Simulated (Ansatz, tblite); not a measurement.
# MoO2F2: a ladder of methods and basis sets

How do method and basis change the picture of MoO2F2 (singlet)?

The runs use Ansatz 0.2.0, Gaussian basis; as each input shows.

The runs, in order: GFN1-xTB, GFN2-xTB, PBE-D4/def2-TZVP, r2SCAN-D4/def2-TZVP, BHLYP-D4/def2-TZVP, r2SCAN0-D4/def2-TZVP, r2SCANh-D4/def2-TZVP, LDA/def2-TZVP, ωB97X-V/def2-TZVP, LC-ωPBE/def2-TZVP, B97M-V/def2-TZVP, LC-ωPBE(0.10)/def2-TZVP, LC-ωPBE(0.15)/def2-TZVP, LC-ωPBE(0.20)/def2-TZVP, LC-ωPBE(0.30)/def2-TZVP, PBE-D4/def2-SVP, PBE0-D4/def2-SVP, PBE0-D4/def2-TZVPD, PBE-D4/def2-TZVPD, r2SCAN-D4/def2-TZVPD, CCSD(T)/def2-TZVPP, MP2/def2-TZVP, RPA/def2-TZVP.

1 further run of the same task is left out (set aside as unsound or not needed).

**1. The geometry**

The geometry is that of the singlet, from an earlier relaxation (PBE-D4/def2-SVP).

5 atoms, charge 0, spin multiplicity 1.

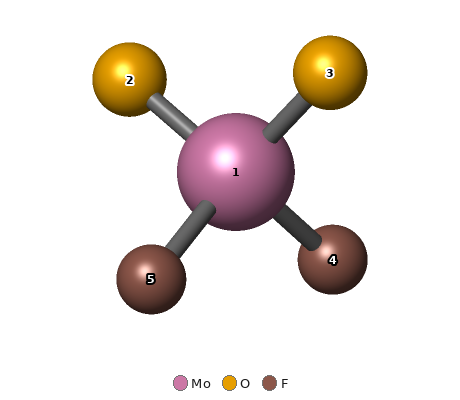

The structure; molybdenum pink, oxygen amber, fluorine brown; atoms are numbered from 1 in the order of the file.

Formally the metal is d0. Mo takes a core potential in the def2 sets. No spin-orbit coupling is included.

PBE0-D4/def2-TZVP was run before; its log isn't repeated, and its numbers join the tables.

**2. GFN1-xTB**

Tight binding, by tblite at 300 K electronic temperature and without a spin-polarisation term:

```python
tblite.interface.Calculator('GFN1-xTB', numbers, positions, charge=0, uhf=0).singlepoint()
```

Energy -596.4809 eV, HOMO -14.14 eV, LUMO -9.22 eV; 0.003 s.

**3. GFN2-xTB**

Tight binding, by tblite at 300 K electronic temperature and without a spin-polarisation term:

```python
tblite.interface.Calculator('GFN2-xTB', numbers, positions, charge=0, uhf=0).singlepoint()
```

Energy -538.0276 eV, HOMO -13.62 eV, LUMO -10.14 eV; 0.003 s.

**4. PBE-D4/def2-TZVP**

start.molden holds the orbitals of an earlier run on this state, given as this run's starting guess.

in.yaml

```yaml
crystal:
  periodic: [false, false, false]
  atoms:
    - {symbol: Mo, position_ang: [0.005932, -0.000025, 0.004142]}
    - {symbol: O, position_ang: [0.061954, -0.016322, 1.689921]}
    - {symbol: O, position_ang: [1.607963, 0.008843, -0.523748]}
    - {symbol: F, position_ang: [-0.841498, 1.543015, -0.570154]}
    - {symbol: F, position_ang: [-0.834341, -1.535501, -0.600161]}
basis:
  gaussian: {orbitals: def2-TZVP, initial_orbitals: start.molden}
hamiltonian: {xc: pbe, dispersion: d4}
scf: {omitted_lower_state_checks: [starts]}
output: {orbitals: {seedname: orbitals}}
```

The run is started by

```
> ansatz run in.yaml --threads 4 --pin off --events-out ev --progress --plain --max-ram 3916MiB
```

Further steps of the session: r2SCAN-D4/def2-TZVP; BHLYP-D4/def2-TZVP; r2SCAN0-D4/def2-TZVP; r2SCANh-D4/def2-TZVP; LDA/def2-TZVP; ωB97X-V/def2-TZVP; LC-ωPBE/def2-TZVP; B97M-V/def2-TZVP; LC-ωPBE(0.10)/def2-TZVP; LC-ωPBE(0.15)/def2-TZVP; LC-ωPBE(0.20)/def2-TZVP; LC-ωPBE(0.30)/def2-TZVP; PBE-D4/def2-SVP; PBE0-D4/def2-SVP; PBE0-D4/def2-TZVPD; PBE-D4/def2-TZVPD; r2SCAN-D4/def2-TZVPD; CCSD(T)/def2-TZVPP; MP2/def2-TZVP; RPA/def2-TZVP.

Q: Predict the results of all the runs planned. Wanted: gap in def2-TZVP, named functionals, smallest and largest; gap over the ω; correlation energy, CCSD(T)/def2-TZVPP; correlation energy, MP2/def2-TZVP; binding an atom, CCSD(T)/def2-TZVPP; PBE0 total energy, smallest basis above largest.

As calculated:

| quantity | value |
| --- | --- |
| gap in def2-TZVP, named functionals, smallest and largest | 4.17 eV (LDA), 11.63 eV (LC-ωPBE) |
| gap over the ω (1/bohr) | 7.10 eV at 0.1, 11.63 eV at 0.4 |
| correlation energy, CCSD(T)/def2-TZVPP | -43.30 eV |
| correlation energy, MP2/def2-TZVP | -41.88 eV |
| binding an atom, CCSD(T)/def2-TZVPP | 4.597 eV |
| PBE0 total energy, smallest basis above largest | 12.43 eV (def2-SVP, def2-TZVPD) |

Over the named functionals in def2-TZVP the gap runs from 4.17 eV (LDA) to 11.63 eV (LC-ωPBE); exact exchange widens it. Raising the ω (1/bohr) from 0.1 to 0.4 moves the HOMO by -2.94 eV and the LUMO by +1.59 eV. The functionals in def2-TZVP miss CCSD(T)/def2-TZVPP by -0.579 (BHLYP-D4) to +1.355 eV (LDA) an atom. The reference is CCSD(T) in one finite basis, so it carries an error of its own, often a tenth of an eV or more, and near misses can't be ranked.
